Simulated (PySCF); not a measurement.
## Geometry relaxation, with input and output: S2F2 (charge +1)

System: S2F2 (Thio-thionyl fluoride), charge +1, multiplicity 2.
Method: HF/6-31G*, UHF (PySCF 2.14.0).

The atoms were displaced at random from an optimised geometry. The geometry is that of the parent species in another charge or spin state. Figures and captions count atoms from 1; the log counts them from 0 in places.

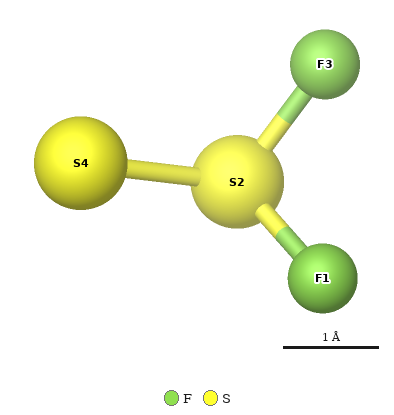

Fig. 1: The input geometry (ball-and-stick view, seen at a tilt; atoms are numbered from 1 in the order of the input). Bond lengths as drawn: F–S 1.57 to 1.61 Å and S–S 1.86 Å.

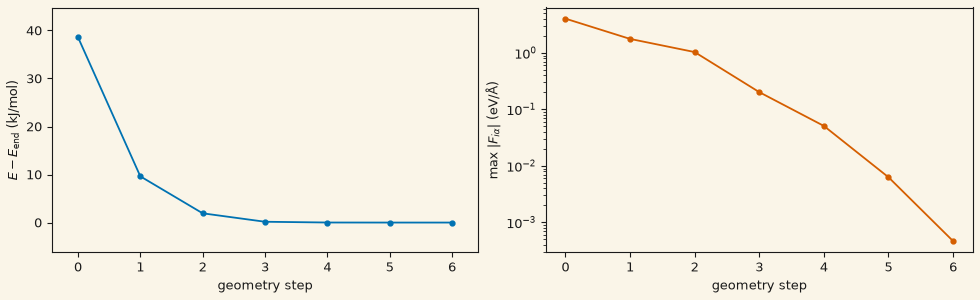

Fig. 2: Progress of the relaxation, step by step (steps are counted from 0).

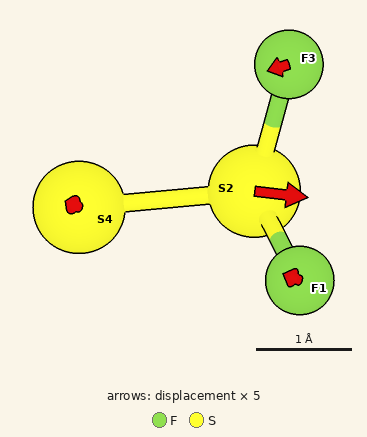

Fig. 3: The starting structure with the displacements as red arrows, magnified 5 times (ball-and-stick view, seen at a tilt). The two geometries are laid on each other by the best rigid fit. The atom that moves furthest after the best rigid fit is S2 (0.12 Å). Largest moves by element: S 0.12 Å, F 0.05 Å. Among the contacts that change: S2–S4 1.861 → 2.002 Å, F1–S2 1.611 → 1.532 Å, S2–F3 1.570 → 1.532 Å. Among the angles that change: F3–S2–S4 110.8° → 103.3°, F1–S2–S4 108.4° → 103.3°, F1–S2–F3 94.0° → 97.0°. Over 6 geometry steps the energy falls by 38.6 kJ/mol. The largest force component goes from 4 to 0.00047 eV/Å. (Atoms are counted from 1 in the order of the input.)

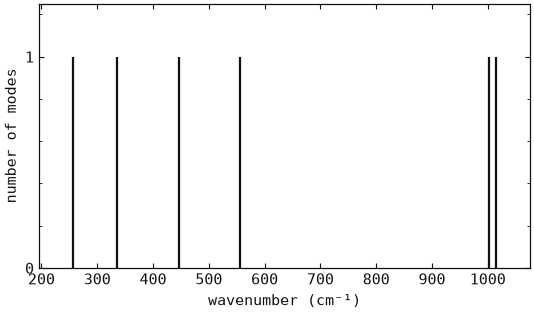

Fig. 4: Harmonic vibrational wavenumbers from the force constants; neighbouring modes closer than 3 cm⁻¹ are counted in one stick. 6 modes from 256 to 1015 cm⁻¹, none imaginary.

These pictures come from the run below.

**Input (job.py)**
```python
from pyscf import gto, scf, symm
from pyscf.hessian import thermo
from pyscf.geomopt.geometric_solver import kernel as optimise

mol = gto.M(
    atom='''
F    0.723855   0.345740   1.220547
S   -0.457761  -0.111727   0.225921
F    0.298710  -1.399153  -0.258670
S   -0.586101   1.135821  -1.149277
''',
    max_memory=1860,
    verbose=3,
    charge=1,
    spin=1,
    basis='6-31g*',
)

mf = scf.UHF(mol)
mf.conv_tol = 1e-10
mf = mf.newton()
converged, mol_eq = optimise(mf, maxsteps=80)
print('converged:', converged)
print(mol_eq.tostring())

mf.reset(mol_eq)
mol = mol_eq
mf.kernel()
e_tot = mf.e_tot
print('Final energy', e_tot)
hess = mf.Hessian().kernel()
modes = thermo.harmonic_analysis(mol, hess)
thermo.dump_normal_mode(mol, modes)
symm.geom.TOLERANCE = 1e-3  # for the symmetry number
th = thermo.thermo(mf, modes['freq_au'], 298.15, 101325)
thermo.dump_thermo(mol, th)
```

Run as:
```bash
OMP_NUM_THREADS=1 python job.py
```

**The program's output**
```
#|     Arguments passed to driver run_optimizer():      |#
customengine              <pyscf.geomopt.geometric_solver.PySCFEngine object>
maxiter                   80
----------------------------------------------------------
Custom engine selected.
Bonds will be generated from interatomic distances less than 1.20 times sum of covalent radii
12 internal coordinates being used (instead of 12 Cartesians)
Internal coordinate system (atoms numbered from 1):
Distance 1-2
Distance 2-3
Distance 2-4
Angle 1-2-3
Angle 1-2-4
Angle 3-2-4
Translation-X 1-4
Translation-Y 1-4
Translation-Z 1-4
Rotation-A 1-4
Rotation-B 1-4
Rotation-C 1-4
<class 'geometric.internal.Distance'> : 3
<class 'geometric.internal.Angle'> : 3
<class 'geometric.internal.TranslationX'> : 1
<class 'geometric.internal.TranslationY'> : 1
<class 'geometric.internal.TranslationZ'> : 1
<class 'geometric.internal.RotationA'> : 1
<class 'geometric.internal.RotationB'> : 1
<class 'geometric.internal.RotationC'> : 1
> ===== Optimization Info: ====
> Job type: Energy minimization
> Maximum number of optimization cycles: 80
> Initial / maximum trust radius (Angstrom): 0.100 / 0.300
> Convergence Criteria:
> Will converge when all 5 criteria are reached:
>  |Delta-E| < 1.00e-06
>  RMS-Grad  < 3.00e-04
>  Max-Grad  < 4.50e-04
>  RMS-Disp  < 1.20e-03
>  Max-Disp  < 1.80e-03
> === End Optimization Info ===

Geometry optimization cycle 1
Cartesian coordinates (Angstrom)
 Atom        New coordinates             dX        dY        dZ
   F   0.723855   0.345740   1.220547    0.000000 -0.000000  0.000000
   S  -0.457761  -0.111727   0.225921    0.000000  0.000000  0.000000
   F   0.298710  -1.399153  -0.258670    0.000000  0.000000  0.000000
   S  -0.586101   1.135821  -1.149277    0.000000  0.000000  0.000000

WARN: Mole.unit (angstrom) is changed to Bohr

WARN: HOMO -0.287609937519371 >= LUMO -0.287609937519371

converged SCF energy = -993.463289130852  <S^2> = 0.76822042  2S+1 = 2.0181382
--------------- SecondOrderUHF_Scanner gradients ---------------
         x                y                z
0 F     0.0367363620     0.0098404660     0.0354211523
1 S    -0.0456218988     0.0530605267    -0.0787151552
2 F     0.0125453473    -0.0266855966    -0.0009101882
3 S    -0.0036598105    -0.0362153960     0.0442041911
----------------------------------------------
cycle 1: E = -993.463289131  dE = -993.463  norm(grad) = 0.133952
Step    0 : Gradient = 6.698e-02/1.053e-01 (rms/max) Energy = -993.4632891309
Hessian Eigenvalues: 5.00000e-02 5.00000e-02 5.00000e-02 ... 4.91792e-01 5.69802e-01 5.75118e-01

Geometry optimization cycle 2
Cartesian coordinates (Angstrom)
 Atom        New coordinates             dX        dY        dZ
   F   0.705976   0.345859   1.170585   -0.017879  0.000119 -0.049962
   S  -0.479752  -0.143116   0.290874   -0.021991 -0.031389  0.064953
   F   0.299377  -1.349714  -0.275514    0.000667  0.049439 -0.016844
   S  -0.546898   1.117652  -1.147424    0.039203 -0.018169  0.001853
converged SCF energy = -993.474326870992  <S^2> = 0.76247158  2S+1 = 2.0124329
--------------- SecondOrderUHF_Scanner gradients ---------------
         x                y                z
0 F     0.0142896430     0.0012205474     0.0058959193
1 S    -0.0238218881     0.0264138349    -0.0344506489
2 F     0.0075338989    -0.0034107055     0.0004205449
3 S     0.0019983462    -0.0242236768     0.0281341847
----------------------------------------------
cycle 2: E = -993.474326871  dE = -0.0110377  norm(grad) = 0.0643688
Step    1 : Displace = 5.723e-02/7.542e-02 (rms/max) Trust = 1.000e-01 (=) Grad = 3.218e-02/4.952e-02 (rms/max) E (change) = -993.4743268710 (-1.104e-02) Quality = 1.339
Hessian Eigenvalues: 5.00000e-02 5.00000e-02 5.00000e-02 ... 3.47784e-01 5.37191e-01 6.01520e-01

Geometry optimization cycle 3
Cartesian coordinates (Angstrom)
 Atom        New coordinates             dX        dY        dZ
   F   0.689700   0.368983   1.183938   -0.016276  0.023124  0.013354
   S  -0.438003  -0.166006   0.324151    0.041749 -0.022891  0.033277
   F   0.277511  -1.362320  -0.300827   -0.021866 -0.012605 -0.025313
   S  -0.550506   1.130024  -1.168741   -0.003607  0.012372 -0.021317
converged SCF energy = -993.477259536257  <S^2> = 0.76083031  2S+1 = 2.0108011
--------------- SecondOrderUHF_Scanner gradients ---------------
         x                y                z
0 F    -0.0140714260    -0.0016308872    -0.0062141463
1 S     0.0201467254     0.0061723696     0.0000226399
2 F    -0.0062567436     0.0018362269    -0.0009113565
3 S     0.0001814442    -0.0063777094     0.0071028630
----------------------------------------------
cycle 3: E = -993.477259536  dE = -0.00293267  norm(grad) = 0.0285968
Step    2 : Displace = 3.950e-02/5.730e-02 (rms/max) Trust = 1.414e-01 (+) Grad = 1.430e-02/2.107e-02 (rms/max) E (change) = -993.4772595363 (-2.933e-03) Quality = 0.796
Hessian Eigenvalues: 5.00000e-02 5.00000e-02 5.00000e-02 ... 3.85952e-01 5.44090e-01 6.02297e-01

Geometry optimization cycle 4
Cartesian coordinates (Angstrom)
 Atom        New coordinates             dX        dY        dZ
   F   0.698432   0.352411   1.179319    0.008732 -0.016572 -0.004619
   S  -0.456153  -0.165817   0.324018   -0.018150  0.000189 -0.000133
   F   0.289541  -1.354487  -0.286686    0.012030  0.007833  0.014141
   S  -0.553117   1.138574  -1.178130   -0.002612  0.008550 -0.009389
converged SCF energy = -993.477930113071  <S^2> = 0.76053541  2S+1 = 2.0105078
--------------- SecondOrderUHF_Scanner gradients ---------------
         x                y                z
0 F    -0.0032292291    -0.0020608698    -0.0024986499
1 S     0.0039367260     0.0027214024    -0.0011714902
2 F    -0.0007483708     0.0018806020     0.0010374803
3 S     0.0000408738    -0.0025411345     0.0026326598
----------------------------------------------
cycle 4: E = -993.477930113  dE = -0.000670577  norm(grad) = 0.00798484
Step    3 : Displace = 1.785e-02/2.014e-02 (rms/max) Trust = 2.000e-01 (+) Grad = 3.992e-03/4.927e-03 (rms/max) E (change) = -993.4779301131 (-6.706e-04) Quality = 1.123
Hessian Eigenvalues: 5.00000e-02 5.00000e-02 5.00000e-02 ... 4.11663e-01 4.62951e-01 5.82456e-01

Geometry optimization cycle 5
Cartesian coordinates (Angstrom)
 Atom        New coordinates             dX        dY        dZ
   F   0.700020   0.355981   1.181158    0.001588  0.003570  0.001839
   S  -0.457957  -0.169308   0.325556   -0.001804 -0.003491  0.001538
   F   0.289404  -1.357746  -0.288316   -0.000137 -0.003259 -0.001630
   S  -0.552764   1.141754  -1.179878    0.000353  0.003180 -0.001747
converged SCF energy = -993.477989842264  <S^2> = 0.760423  2S+1 = 2.010396
--------------- SecondOrderUHF_Scanner gradients ---------------
         x                y                z
0 F     0.0001960248    -0.0000336152     0.0001266260
1 S    -0.0002305124     0.0006598691    -0.0009919413
2 F    -0.0000042541     0.0001643841     0.0000562006
3 S     0.0000387417    -0.0007906381     0.0008091147
----------------------------------------------
cycle 5: E = -993.477989842  dE = -5.97292e-05  norm(grad) = 0.0016851
Step    4 : Displace = 3.969e-03/4.373e-03 (rms/max) Trust = 2.828e-01 (+) Grad = 8.426e-04/1.213e-03 (rms/max) E (change) = -993.4779898423 (-5.973e-05) Quality = 1.130
Hessian Eigenvalues: 5.00000e-02 5.00000e-02 5.00000e-02 ... 4.23421e-01 4.92541e-01 5.75358e-01

Geometry optimization cycle 6
Cartesian coordinates (Angstrom)
 Atom        New coordinates             dX        dY        dZ
   F   0.699890   0.356395   1.180821   -0.000130  0.000414 -0.000337
   S  -0.457957  -0.170497   0.326487   -0.000000 -0.001189  0.000930
   F   0.289557  -1.358513  -0.288142    0.000153 -0.000767  0.000174
   S  -0.552787   1.143296  -1.180644   -0.000024  0.001542 -0.000767
converged SCF energy = -993.477993541282  <S^2> = 0.76036564  2S+1 = 2.0103389
--------------- SecondOrderUHF_Scanner gradients ---------------
         x                y                z
0 F     0.0000653596    -0.0000157209    -0.0000050186
1 S    -0.0001226145     0.0000226237    -0.0000542078
2 F     0.0000425261     0.0000246852     0.0000224822
3 S     0.0000147287    -0.0000315881     0.0000367442
----------------------------------------------
cycle 6: E = -993.477993541  dE = -3.69902e-06  norm(grad) = 0.00016887
Step    5 : Displace = 1.244e-03/1.718e-03 (rms/max) Trust = 3.000e-01 (+) Grad = 8.443e-05/1.360e-04 (rms/max) E (change) = -993.4779935413 (-3.699e-06) Quality = 1.045
Hessian Eigenvalues: 5.00000e-02 5.00000e-02 5.00000e-02 ... 4.14986e-01 4.92665e-01 5.72619e-01

Geometry optimization cycle 7
Cartesian coordinates (Angstrom)
 Atom        New coordinates             dX        dY        dZ
   F   0.699854   0.356523   1.180959   -0.000036  0.000128  0.000138
   S  -0.457769  -0.170539   0.326527    0.000189 -0.000042  0.000040
   F   0.289458  -1.358645  -0.288257   -0.000100 -0.000132 -0.000114
   S  -0.552841   1.143342  -1.180708   -0.000053  0.000046 -0.000064
converged SCF energy = -993.477993584719  <S^2> = 0.76036436  2S+1 = 2.0103376
--------------- SecondOrderUHF_Scanner gradients ---------------
         x                y                z
0 F     0.0000090908     0.0000045749     0.0000077530
1 S    -0.0000083252    -0.0000024973    -0.0000070900
2 F     0.0000000971    -0.0000027529    -0.0000005591
3 S    -0.0000008627     0.0000006752    -0.0000001039
----------------------------------------------
cycle 7: E = -993.477993585  dE = -4.34369e-08  norm(grad) = 1.72802e-05
Step    6 : Displace = 1.768e-04/2.011e-04 (rms/max) Trust = 3.000e-01 (=) Grad = 8.640e-06/1.279e-05 (rms/max) E (change) = -993.4779935847 (-4.344e-08) Quality = 1.001
Hessian Eigenvalues: 5.00000e-02 5.00000e-02 5.00000e-02 ... 4.14986e-01 4.92665e-01 5.72619e-01
Converged! =D

converged: True
F           0.69985432        0.35652253        1.18095950
S          -0.45776860       -0.17053887        0.32652659
F           0.28945789       -1.35864496       -0.28825672
S          -0.55284061        1.14334229       -1.18070837

WARN: HOMO -0.294807007912554 >= LUMO -0.294807007912554

converged SCF energy = -993.477993584692  <S^2> = 0.76036445  2S+1 = 2.0103377
Final energy -993.4779935846916
Mode                                 0                   1                   2
Irrep
Freq [cm^-1]                      256.0837            335.7958            445.7925
Reduced mass [au]                  22.3028             23.3800             21.1762
Force const [Dyne/A]                0.8617              1.5533              2.4795
Char temp [K]                     368.4474            483.1354            641.3961
Normal mode                   x     y     z       x     y     z       x     y     z
       0   F                 0.02 -0.07  0.10    0.02 -0.10  0.06    0.03 -0.10 -0.10
       1   S                 0.01  0.05  0.04    0.04  0.03 -0.05   -0.08  0.01  0.01
       2   F                -0.02  0.10 -0.08    0.03 -0.05  0.10    0.08  0.09  0.07
       3   S                -0.01 -0.06 -0.05   -0.06  0.06 -0.05    0.02 -0.01  0.01
Mode                                 3                   4                   5
Irrep
Freq [cm^-1]                      555.3831           1001.4040           1015.4587
Reduced mass [au]                  31.7664             22.2829             22.6728
Force const [Dyne/A]                5.7730             13.1656             13.7746
Char temp [K]                     799.0727           1440.7975           1461.0190
Normal mode                   x     y     z       x     y     z       x     y     z
       0   F                -0.02 -0.00  0.00    0.10  0.04  0.07   -0.09 -0.04 -0.07
       1   S                 0.02  0.08 -0.10   -0.10  0.03 -0.01    0.02  0.08  0.07
       2   F                -0.02  0.00  0.01    0.07 -0.10 -0.05    0.06 -0.10 -0.05
       3   S                -0.00 -0.08  0.09    0.00 -0.00  0.00    0.00  0.00  0.00
temperature 298.1500 [K]
pressure 101325.00 [Pa]
Rotational constants [GHz] 8.17140 3.90086 3.01165
Symmetry number 1
Zero-point energy (ZPE) 0.00822 [Eh]   21592.103 [J/mol]
                           tot       elec      trans        rot        vib
Entropy [J/mol/K]       297.981      5.763    166.441    107.187     18.590
Cv [J/mol/K]             52.520      0.000     12.472     12.472     27.576
Cp [J/mol/K]             60.834      0.000     20.786     12.472     27.576
Internal energy [J/mol]                      3718.434   3718.434  25216.032
Internal energy [Eh]   -993.46556  -993.47799
Enthalpy [J/mol]                             6197.391   3718.434  25216.032
Enthalpy [Eh]          -993.46461
Gibbs free energy [J/mol]                  -43427.090 -28239.436  19673.565
Gibbs free energy [Eh] -993.49845
```

**Trajectory as extended XYZ (Å, eV, eV/Å), 7 frames, from step=0 to step=6**
```
4
Properties=species:S:1:pos:R:3:forces:R:3 step=0 energy=-27033.51328
F     0.7239    0.3457    1.2205   -1.8891  -0.5060  -1.8214
S    -0.4578   -0.1117    0.2259    2.3460  -2.7285   4.0477
F     0.2987   -1.3992   -0.2587   -0.6451   1.3722   0.0468
S    -0.5861    1.1358   -1.1493    0.1882   1.8623  -2.2731
4
Properties=species:S:1:pos:R:3:forces:R:3 step=1 energy=-27033.81363
F     0.7060    0.3459    1.1706   -0.7348  -0.0628  -0.3032
S    -0.4798   -0.1431    0.2909    1.2250  -1.3583   1.7715
F     0.2994   -1.3497   -0.2755   -0.3874   0.1754  -0.0216
S    -0.5469    1.1177   -1.1474   -0.1028   1.2456  -1.4467
4
Properties=species:S:1:pos:R:3:forces:R:3 step=2 energy=-27033.89344
F     0.6897    0.3690    1.1839    0.7236   0.0839   0.3195
S    -0.4380   -0.1660    0.3242   -1.0360  -0.3174  -0.0012
F     0.2775   -1.3623   -0.3008    0.3217  -0.0944   0.0469
S    -0.5505    1.1300   -1.1687   -0.0093   0.3280  -0.3652
4
Properties=species:S:1:pos:R:3:forces:R:3 step=3 energy=-27033.91168
F     0.6984    0.3524    1.1793    0.1661   0.1060   0.1285
S    -0.4562   -0.1658    0.3240   -0.2024  -0.1399   0.0602
F     0.2895   -1.3545   -0.2867    0.0385  -0.0967  -0.0533
S    -0.5531    1.1386   -1.1781   -0.0021   0.1307  -0.1354
4
Properties=species:S:1:pos:R:3:forces:R:3 step=4 energy=-27033.91331
F     0.7000    0.3560    1.1812   -0.0101   0.0017  -0.0065
S    -0.4580   -0.1693    0.3256    0.0119  -0.0339   0.0510
F     0.2894   -1.3577   -0.2883    0.0002  -0.0085  -0.0029
S    -0.5528    1.1418   -1.1799   -0.0020   0.0407  -0.0416
4
Properties=species:S:1:pos:R:3:forces:R:3 step=5 energy=-27033.91341
F     0.6999    0.3564    1.1808   -0.0034   0.0008   0.0003
S    -0.4580   -0.1705    0.3265    0.0063  -0.0012   0.0028
F     0.2896   -1.3585   -0.2881   -0.0022  -0.0013  -0.0012
S    -0.5528    1.1433   -1.1806   -0.0008   0.0016  -0.0019
4
Properties=species:S:1:pos:R:3:forces:R:3 step=6 energy=-27033.91341
F     0.6999    0.3565    1.1810   -0.0005  -0.0002  -0.0004
S    -0.4578   -0.1705    0.3265    0.0004   0.0001   0.0004
F     0.2895   -1.3586   -0.2883    0.0000   0.0001   0.0000
S    -0.5528    1.1433   -1.1807    0.0000   0.0000   0.0000
```

**Summary**

| quantity | value |
| --- | --- |
| outcome | converged |
| total energy | −993.477994 hartree |
| basis functions | 64 |
| ⟨S²⟩ | 0.760 |
| zero-point energy | 0.008224 hartree |
| wavenumbers, lowest and highest | 256 and 1015 cm⁻¹ |
| hardware | 1 thread of Arm Neoverse V2, 24 GiB of memory available, shared host |
| wall time | 59 s |
| peak memory | 0.16 GiB |

The record of the run, not the program, notes: dipole of an ion depends on the origin.
